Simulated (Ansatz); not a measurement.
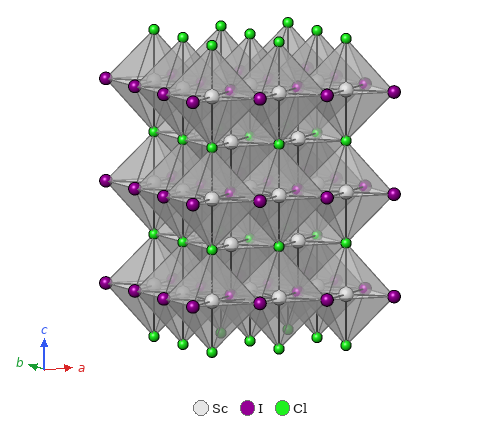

Polyhedra are drawn about Sc (bonds: Cl–Sc below 3.2 Å and I–Sc below 3.2 Å); other atoms are plain spheres.

Sc2ICl (space group P4/mmm, No. 123). Coordinates: the end point of a relaxation with Ansatz 0.2.0, DFT PBE, scalar-relativistic, plane waves, PAW; the starting structure was generated, so it need not be a known form of this composition.

Q: What figure surrounds each Sc atom, and what does it share with the other drawn polyhedra?

A: Sc(1a): ScI4Cl2 octahedron, sharing corners with six neighbours and edges with twelve neighbours; Sc(1d): ScI2Cl4 octahedron, sharing edges with twelve neighbours and corners with six neighbours.

Q: What is the connectivity of the polyhedra: isolated, groups, chains, layers or framework?

A: They form a three-dimensional framework of corner- and edge-sharing octahedra.
